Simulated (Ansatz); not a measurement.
Geometry relaxation of Si$_{3}$N$_{3}$H$_{12}$O (part 1 of 2)

- system: Si$_{3}$N$_{3}$H$_{12}$O, multiplicity 2
- method: UKS PBE0-D4/def2-SVP (Ansatz 0.2.0)

The input holds or restrains some coordinates. Figures and captions count atoms from 1; the log counts them from 0 in places.

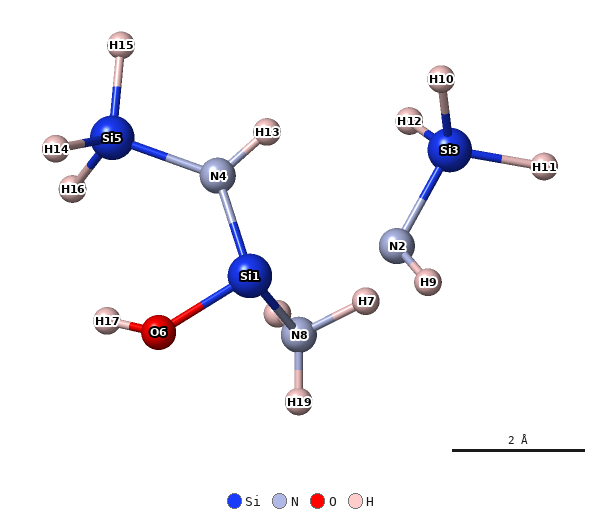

**Figure 1.** The input geometry (ball-and-stick view, seen at a tilt; atoms are numbered from 1 in the order of the input).

Results in brief

```csv
quantity,value
outcome,converged under the restraints of the input
total energy,−30317.2639 eV
mean-field energy,−30316.7779 eV
dispersion energy,−0.4861 eV
⟨S²⟩,0.753
SCF solution under orbital rotations,stable
"largest force (length of the vector) at the end, held atoms and coordinates included",0.536 eV/Å
dipole moment,3.68 D
hardware,"4 CPU threads, shared host"
wall time,38 s (CPU time 54 s)
peak memory,1 GiB
```

Input file
```yaml
crystal:
  periodic: [false, false, false]
  atoms:
    - {symbol: Si, position_ang: [0.848400, -0.053600, 0.904600]}
    - {symbol: N, position_ang: [1.419000, -0.469000, -1.262000]}
    - {symbol: Si, position_ang: [0.741700, 0.131100, -2.715900]}
    - {symbol: N, position_ang: [-0.599200, 0.809100, 0.489200]}
    - {symbol: Si, position_ang: [-1.763200, 1.521200, 1.545500]}
    - {symbol: O, position_ang: [0.845300, -0.160200, 2.541800]}
    - {symbol: H, position_ang: [0.836900, -1.553900, -0.625300]}
    - {symbol: N, position_ang: [0.397600, -1.837400, 0.436500]}
    - {symbol: H, position_ang: [2.421300, -0.590700, -1.290400]}
    - {symbol: H, position_ang: [0.960700, 1.566900, -2.948000]}
    - {symbol: H, position_ang: [1.265800, -0.613100, -3.870900]}
    - {symbol: H, position_ang: [-0.704400, -0.123300, -2.606900]}
    - {symbol: H, position_ang: [-0.691300, 1.017600, -0.489300]}
    - {symbol: H, position_ang: [-1.114700, 2.358600, 2.560600]}
    - {symbol: H, position_ang: [-2.674200, 2.288700, 0.699500]}
    - {symbol: H, position_ang: [-2.509000, 0.456300, 2.250200]}
    - {symbol: H, position_ang: [0.025200, -0.121200, 3.043500]}
    - {symbol: H, position_ang: [-0.594000, -2.050700, 0.413600]}
    - {symbol: H, position_ang: [0.888200, -2.576400, 0.923900]}
basis:
  gaussian: {orbitals: def2-SVP}
magnetization: {spin_polarized: true, initial_magnetization: 1}
hamiltonian: {xc: pbe0, dispersion: d4}
relax: {f_tol: 0.04, max_steps: 150, escape_saddle: false, constraints: [{distance: [0, 7]}, {distance: [1, 6]}, {distance: [0, 1]}, {distance: [6, 7]}]}
```

Launch command:
```bash
ansatz run in.yaml --threads 4 --pin off --events-out ev --progress --plain --max-ram 66560MiB --backend cuda --devices 0, --max-vram 37GiB
```

What the program printed
```
Functional definition: PBE0
  name "PBE0"
  cite "Adamo & Barone, J. Chem. Phys. 110, 6158 (1999) doi:10.1063/1.478522"
  cite "Perdew, Burke & Ernzerhof, Phys. Rev. Lett. 77, 3865 (1996) doi:10.1103/PhysRevLett.77.3865"
  parent pbe
  parameter a = 0.25
  parameter kappa = 0.804
  parameter beta = 0.06672455060314922
  exchange = (1 - a)*pbe_x(kappa = kappa, mu = beta*pi^2/3) + a*exact_x
  correlation = pbe_c(beta = beta)
1787 factors; integrals over basis functions are off by at most 6.2e-4 eV
mean field evaluation 1: about -30301.4999 eV, gradient 6.2e1 eV
mean field evaluation 2: about -30282.8439 eV, gradient 8.8e1 eV
mean field evaluation 4: about -30316.3857 eV, gradient 6.0e0 eV
mean field evaluation 8: about -30316.5482 eV, gradient 1.2e-1 eV
mean field evaluation 16: about -30316.5483 eV, gradient 4.4e-5 eV
mean field -30316.54825807 eV, -1114.1125991898 hartree, gradient 4.5e-5 eV, S^2 0.752483; 0 other end points of the search recorded, 0 dependent functions left out
the calculation of the forces begins
reference -30316.54829711 eV, -1114.1126006242 hartree; 42, 41 occupied and 128, 129 virtual orbitals, 1787 factors
relax step   1: F+E_penalty+E_count = -30317.03689130 eV  Δ(F+E_penalty+E_count) = +0.000e0 eV  max|allowed force component| = 1.428e0 eV/Å  Δτ_max = 0.0000 Å  (31 SCF iters, accepted)
  distance Si 0 - N 7 held at 1.898494 Å   reaction = +2.2909e-2 eV/Å
  distance N 1 - H 6 held at 1.386086 Å   reaction = -6.6122e-2 eV/Å
  distance Si 0 - N 1 held at 2.278661 Å   reaction = +1.2816e0 eV/Å
  distance H 6 - N 7 held at 1.183544 Å   reaction = -1.4891e-1 eV/Å
these checks for a lower state are left out or cut short: starts, cluster_reference, orbital_swaps, neighbouring_geometries, increment
1787 factors; integrals over basis functions are off by at most 7.0e-4 eV
mean field -30316.70090370 eV, -1114.1182088129 hartree, gradient 1.8e-5 eV, S^2 0.752394; 0 other end points of the search recorded, 0 dependent functions left out
[... from here on the field's lines of each further geometry are left out, up to the last ...]
relax step   2: F+E_penalty+E_count = -30317.18596349 eV  Δ(F+E_penalty+E_count) = -1.491e-1 eV  max|allowed force component| = 7.271e-1 eV/Å  Δτ_max = 0.0811 Å  (33 SCF iters, accepted)
relax step   3: F+E_penalty+E_count = -30317.21232069 eV  Δ(F+E_penalty+E_count) = -2.636e-2 eV  max|allowed force component| = 2.288e-1 eV/Å  Δτ_max = 0.0397 Å  (29 SCF iters, accepted)
relax step   4: F+E_penalty+E_count = -30317.23506683 eV  Δ(F+E_penalty+E_count) = -2.275e-2 eV  max|allowed force component| = 1.375e-1 eV/Å  Δτ_max = 0.1672 Å  (33 SCF iters, accepted)
relax step   5: F+E_penalty+E_count = -30317.23358691 eV  Δ(F+E_penalty+E_count) = +1.480e-3 eV  max|allowed force component| = 8.819e-1 eV/Å  Δτ_max = 0.1951 Å  (33 SCF iters, rejected (line search))
relax step   6: F+E_penalty+E_count = -30317.24734382 eV  Δ(F+E_penalty+E_count) = -1.228e-2 eV  max|allowed force component| = 9.947e-2 eV/Å  Δτ_max = 0.0975 Å  (29 SCF iters, accepted)
relax step   7: F+E_penalty+E_count = -30317.25736351 eV  Δ(F+E_penalty+E_count) = -1.002e-2 eV  max|allowed force component| = 1.656e-1 eV/Å  Δτ_max = 0.0994 Å  (31 SCF iters, accepted)
relax step   8: F+E_penalty+E_count = -30317.25726350 eV  Δ(F+E_penalty+E_count) = +1.000e-4 eV  max|allowed force component| = 2.820e-1 eV/Å  Δτ_max = 0.1192 Å  (32 SCF iters, rejected (line search))
relax step   9: F+E_penalty+E_count = -30317.26121248 eV  Δ(F+E_penalty+E_count) = -3.849e-3 eV  max|allowed force component| = 8.818e-2 eV/Å  Δτ_max = 0.0596 Å  (30 SCF iters, accepted)
relax step  10: F+E_penalty+E_count = -30317.26341252 eV  Δ(F+E_penalty+E_count) = -2.200e-3 eV  max|allowed force component| = 4.749e-2 eV/Å  Δτ_max = 0.0749 Å  (29 SCF iters, accepted)
the calculation of the forces begins
reference -30316.77787893 eV, -1114.1210376007 hartree; 42, 41 occupied and 128, 129 virtual orbitals, 1787 factors
relax step  11: F+E_penalty+E_count = -30317.26389029 eV  Δ(F+E_penalty+E_count) = -4.778e-4 eV  max|allowed force component| = 3.565e-2 eV/Å  Δτ_max = 0.0345 Å  (30 SCF iters, accepted)
  distance Si 0 - N 7 held at 1.898494 Å   reaction = -7.8742e-2 eV/Å
  distance N 1 - H 6 held at 1.386086 Å   reaction = -2.1664e-1 eV/Å
  distance Si 0 - N 1 held at 2.278661 Å   reaction = +4.7647e-1 eV/Å
  distance H 6 - N 7 held at 1.183544 Å   reaction = -5.1265e-1 eV/Å
1787 factors; integrals over basis functions are off by at most 7.6e-4 eV
mean field evaluation 96: about -30316.7778 eV, gradient 1.5e-4 eV
```

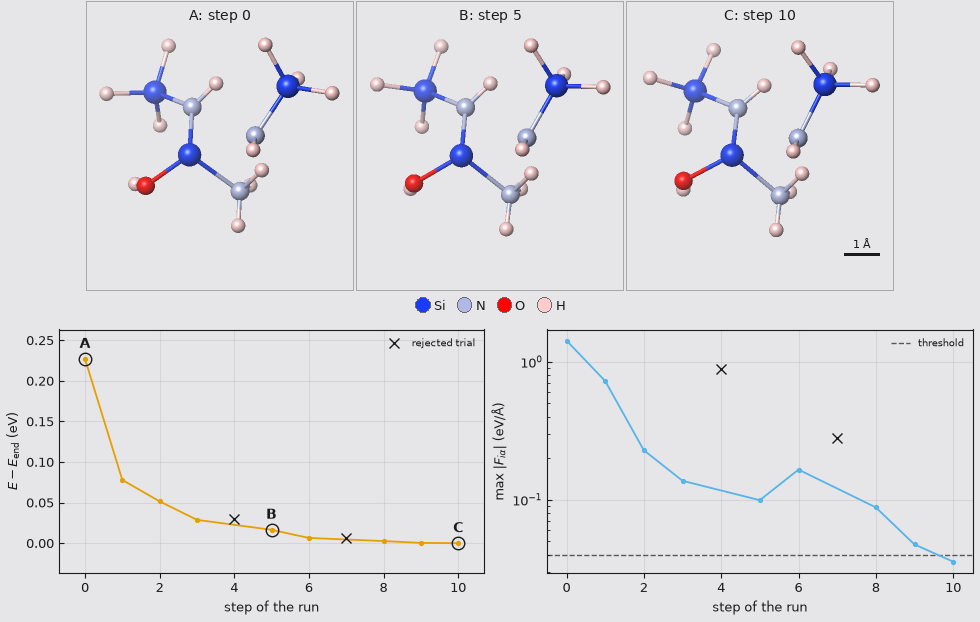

**Figure 2.** Frames of the restrained relaxation (ball-and-stick view, seen at a tilt) above the curves, on which the letters mark them (the first geometry is step 0 here and step 1 in the log).

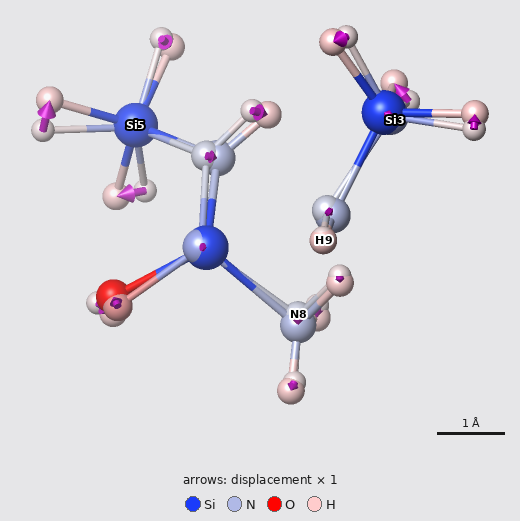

**Figure 3.** Start (faint) and end (solid) with the displacements as pink arrows, at true length (ball-and-stick view, seen at a tilt). The two geometries are laid on each other by the best rigid fit. The energy falls by 0.227 eV in 10 geometry steps. The largest force component goes from 1.4 to 0.036 eV/Å. The line search rejected the trial steps at points 4, 7 (counted from 0) and went back. The atom that moves furthest after the best rigid fit is H14 (0.54 Å). Largest moves by element: H 0.54 Å, O 0.19 Å, N 0.18 Å, Si 0.11 Å. Among the contacts that change: Si1–O6 1.641 → 1.698 Å, Si5–H15 1.461 → 1.496 Å, Si3–H10 1.471 → 1.502 Å, Si5–H14 1.467 → 1.494 Å. Among the angles that change: Si1–N4–H13 114.4° → 119.0°, Si1–N4–Si5 128.4° → 123.9°, N4–Si1–O6 105.6° → 101.4°. (Atoms are counted from 1 in the order of the input.)

```
mean field -30316.77783968 eV, -1114.1210361581 hartree, gradient 4.2e-5 eV, S^2 0.752570; 1 other end points of the search recorded, 0 dependent functions left out
the calculation of the forces begins
reference -30316.77787893 eV, -1114.1210376006 hartree; 42, 41 occupied and 128, 129 virtual orbitals, 1787 factors
Total energy: -30317.26392954 eV, -1114.1388996311 hartree
Atom 0 at     0.797097    -0.112061     0.865435 Å, force     0.158411    -0.030422    -0.420103 eV/Å
Atom 1 at     1.402349    -0.576783    -1.281656 Å, force    -0.057723     0.270211     0.339144 eV/Å
Atom 2 at     0.786261     0.234876    -2.686720 Å, force     0.035646    -0.008648    -0.031101 eV/Å
Atom 3 at    -0.688113     0.674217     0.398087 Å, force    -0.009892    -0.000450     0.022462 eV/Å
Atom 4 at    -1.709466     1.557533     1.501980 Å, force    -0.020322     0.004436     0.013935 eV/Å
Atom 5 at     0.699066    -0.032136     2.558672 Å, force     0.000923    -0.013575    -0.034259 eV/Å
Atom 6 at     0.859901    -1.639242    -0.575848 Å, force     0.118053    -0.039300    -0.336711 eV/Å
Atom 7 at     0.451273    -1.941276     0.493065 Å, force    -0.220388    -0.203665     0.444547 eV/Å
Atom 8 at     2.423066    -0.626226    -1.270725 Å, force    -0.010650     0.004795    -0.013657 eV/Å
Atom 9 at     1.230487     1.663307    -2.817148 Å, force    -0.028190    -0.012717     0.017090 eV/Å
Atom 10 at     1.140047    -0.443125    -3.978084 Å, force    -0.001046    -0.007108    -0.001578 eV/Å
Atom 11 at    -0.712602     0.231733    -2.585988 Å, force     0.017801     0.022500     0.010972 eV/Å
Atom 12 at    -0.890140     0.798083    -0.590055 Å, force    -0.001353     0.000209    -0.001299 eV/Å
Atom 13 at    -1.040559     2.714808     2.170114 Å, force    -0.008867    -0.003192    -0.015419 eV/Å
Atom 14 at    -2.875377     2.064470     0.714331 Å, force     0.014981     0.000895     0.004413 eV/Å
Atom 15 at    -2.242187     0.667836     2.587208 Å, force     0.010416    -0.000897    -0.016940 eV/Å
Atom 16 at    -0.087076    -0.405049     2.976892 Å, force    -0.005113     0.007776     0.019794 eV/Å
Atom 17 at    -0.537471    -2.196288     0.513073 Å, force     0.013040     0.001789     0.012670 eV/Å
Atom 18 at     0.993543    -2.634675     1.007566 Å, force    -0.005727     0.007363    -0.013960 eV/Å
Dipole moment:    -0.137105    -0.751452     0.052424 e Å
```

Trajectory as extended XYZ (Å, eV, eV/Å), 11 frames, from step=1 to step=11
```
19
Properties=species:S:1:pos:R:3:forces:R:3 step=1 energy=-30317.03689
Si    0.8484   -0.0536    0.9046    0.4185  -0.4280  -1.7969
N     1.4190   -0.4690   -1.2620   -0.1839   0.0684   0.6256
Si    0.7417    0.1311   -2.7159    0.1970  -0.1887   0.1590
N    -0.5992    0.8091    0.4892    0.2931  -0.1039   0.0135
Si   -1.7632    1.5212    1.5455    0.2787  -0.3592  -0.2242
O     0.8453   -0.1602    2.5418   -0.0206   0.1617   1.4277
H     0.8369   -1.5539   -0.6253    0.1177   0.1717   0.0064
N     0.3976   -1.8374    0.4365   -0.0994  -0.2805   0.0698
H     2.4213   -0.5907   -1.2904    0.4979   0.0754   0.0175
H     0.9607    1.5669   -2.9480    0.0012   0.5707  -0.1672
H     1.2658   -0.6131   -3.8709    0.1191  -0.1711  -0.5914
H    -0.7044   -0.1233   -2.6069   -0.5844   0.0546  -0.0590
H    -0.6913    1.0176   -0.4893   -0.1560   0.1832  -0.4585
H    -1.1147    2.3586    2.5606    0.1022   0.3742   0.4173
H    -2.6742    2.2887    0.6995   -0.4529   0.3830  -0.2057
H    -2.5090    0.4563    2.2502   -0.2911  -0.1964   0.3098
H     0.0252   -0.1212    3.0435   -0.0709  -0.0648   0.1373
H    -0.5940   -2.0507    0.4136   -0.2928  -0.0145   0.1020
H     0.8882   -2.5764    0.9239    0.1266  -0.2359   0.2169
19
Properties=species:S:1:pos:R:3:forces:R:3 step=2 energy=-30317.18596
Si    0.8538   -0.1050    0.9123    0.2480  -0.1147  -1.0375
N     1.4208   -0.4855   -1.2617    0.1361   0.0808   0.5148
Si    0.7382    0.1269   -2.7232   -0.0135  -0.0062  -0.1020
N    -0.5686    0.7982    0.4668    0.0468  -0.0565  -0.0097
Si   -1.7434    1.5231    1.5169    0.0268  -0.0512   0.0694
O     0.8329   -0.1502    2.5737   -0.0923   0.1202   0.7271
H     0.8659   -1.5603   -0.5850    0.0910  -0.0901  -0.3600
N     0.4079   -1.8927    0.4545   -0.1253  -0.1512   0.2965
H     2.4423   -0.5254   -1.2612   -0.0685   0.0337  -0.0473
H     0.9325    1.5876   -2.9669    0.0640   0.1604   0.0057
H     1.2402   -0.5807   -3.9407    0.0090  -0.0376  -0.1143
H    -0.7403   -0.0790   -2.6384   -0.1167  -0.0279   0.0199
H    -0.6559    1.0082   -0.5202   -0.0846   0.0809  -0.0795
H    -1.1287    2.3944    2.5556    0.0558   0.1081   0.0699
H    -2.6897    2.3188    0.6962   -0.0939   0.0709  -0.0926
H    -2.5215    0.4877    2.2688   -0.0441  -0.0718   0.0386
H     0.0060   -0.1325    3.0692   -0.0099  -0.0488   0.0407
H    -0.5906   -2.0992    0.4325   -0.0406   0.0116   0.0155
H     0.8981   -2.6342    0.9510    0.0119  -0.0107   0.0450
```
